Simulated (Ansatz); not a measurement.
# Liquid Cu47Zr53 (at. %): a series in temperature

How do cells made at different temperatures differ in energy, pressure, forces, charges and cost?

Computed with Ansatz 0.2.0: Kohn-Sham DFT, PBE, PAW (set soft_2). Every run is a single point, with the atoms held where the recipe put them (cutoff of the plane-wave runs 420 eV, cold smearing of 0.15 eV).

First member: 62 atoms (29 Cu, 33 Zr) placed at random at 6.55 g/cm³, melted at 2200 K for 10 ps at fixed volume with the Finnis-Sinclair Cu-Zr potential (Mendelev, file CuZr_mm.eam.fs of the LAMMPS distribution). Snapshot at the end of a hold of 10 ps at 1530 K and zero pressure.

Last member: 62 atoms (29 Cu, 33 Zr) placed at random at 6.55 g/cm³, melted at 2200 K for 10 ps at fixed volume with the Finnis-Sinclair Cu-Zr potential (Mendelev, file CuZr_mm.eam.fs of the LAMMPS distribution). Snapshot at the end of a hold of 10 ps at 2160 K and zero pressure.

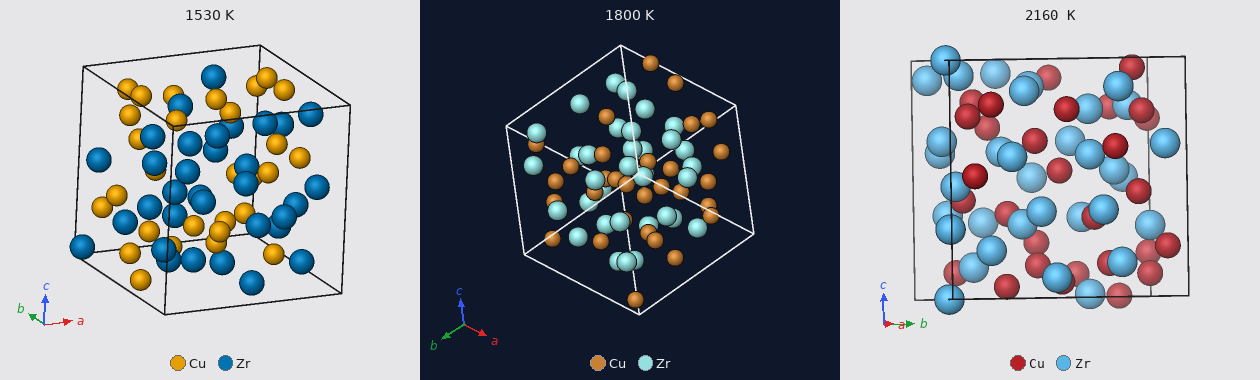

Three members of the series, labelled by temperature. Some periodic images of atoms are drawn too.

The members:

| temperature (K) | reduced formula | atoms | valence electrons | k-mesh | basis | density (g/cm³) |
| --- | --- | --- | --- | --- | --- | --- |
| 1530 | Zr33Cu29 | 62 | 947 | 2×2×2 | plane waves | 6.65 |
| 1670 | Zr33Cu29 | 62 | 947 | 2×2×2 | plane waves | 6.69 |
| 1800 | Zr33Cu29 | 62 | 947 | 2×2×2 | plane waves | 6.58 |
| 1980 | Zr33Cu29 | 62 | 947 | 2×2×2 | plane waves | 6.46 |
| 2160 | Zr33Cu29 | 62 | 947 | 2×2×2 | plane waves | 6.59 |

Each cell is one sample from a classical run, so sample-to-sample scatter enters every column; pressures lack the kinetic term.

The input of the first member, without its atom lines; other members have their own cell and atoms, and may differ in mesh, basis and outputs:

```yaml
crystal:
  lattice:
    - [10.66348, 0.0, 0.0]
    - [0.0, 10.66348, 0.0]
    - [0.0, 0.0, 10.66348]
  atoms:
    [... 62 lines ...]
kpoints:
  mp_grid: { grid: [2, 2, 2] }
hamiltonian:
  xc: pbe
scf:
  occupations: { method: cold, width: 0.15 }
output:
  forces: true
  stress: true
  populations: intrinsic
  dos:
    method: { smearing: { sigma: 0.1 } }
    de: 0.1
    projected: { site_lists: { Cu: [Cu], Zr: [Zr] } }
  eigenvalues: true
  write_density: true
  write_potential: true
  volumetric_format: npy
```

Q: What do these runs give, and what do they cost?

Results; charges are mean intrinsic-atomic-orbital charges in e:

| temperature (K) | energy less the first member's (meV/atom) | pressure (GPa) | r.m.s. force (eV/Å) | q(Cu) | q(Zr) |
| --- | --- | --- | --- | --- | --- |
| 1530 | 0.0 | -2.93 | 0.793 | - | - |
| 1670 | 52.0 | -1.24 | 0.888 | - | - |
| 1800 | 110.4 | -1.14 | 1.35 | - | - |
| 1980 | 137.4 | -1.74 | 1.12 | - | - |
| 2160 | 131.2 | -0.235 | 1.10 | +0.29 | -0.25 |

Among metals such projection charges are no measure of ionicity.

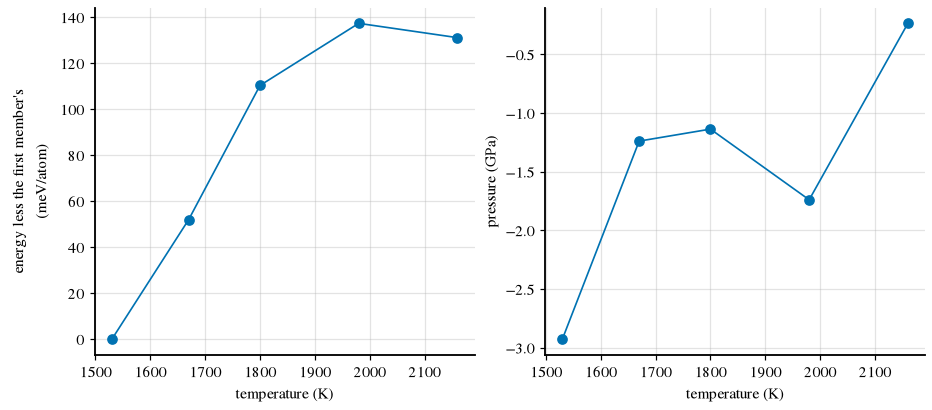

Results against temperature.

Cost on 8 threads of Intel Xeon Platinum 8259CL at 2.50GHz (Skylake/Cascade Lake), shared host:

| temperature (K) | atoms | basis | k-mesh | SCF cycles | time | host memory (GiB) |
| --- | --- | --- | --- | --- | --- | --- |
| 1530 | 62 | plane waves | 2×2×2 | 11 | 2.1 min | 11 |
| 1670 | 62 | plane waves | 2×2×2 | 11 | 2.1 min | 11 |
| 1800 | 62 | plane waves | 2×2×2 | 11 | 2 min | 11 |
| 1980 | 62 | plane waves | 2×2×2 | 12 | 2.6 min | 11 |
| 2160 | 62 | plane waves | 2×2×2 | 11 | 2 min | 11 |

Times include the outputs that each run asked for, on hosts shared with other jobs.

The energy against the first member is lowest at 1530 K (0.0 meV/atom) and highest at 1980 K (137.4 meV/atom), rising overall but not at every step; each member is a single configuration. The pressure is lowest at 1530 K (-2.9 GPa) and highest at 2160 K (-0.24 GPa). The r.m.s. force is lowest at 1530 K (0.79 eV/Å) and highest at 1800 K (1.4 eV/Å).

**Limits.** The network of bonds at the start is that of the classical potential that made the cell, and needn't be the one that DFT or experiment would give. The electron count is odd and the run has no spin polarisation. The cells aren't relaxed by DFT, which could reorder their energies.

[Logs are printed without paths, hosts, clocks, repeated set-up lines and the standing remarks that a program may print on its own settings, such as how far it seeks lower states.]

[Hosts, paths, dates, database ids (printed as entryN), source tags and the programs' standing remarks are cut or masked in the printed files.]
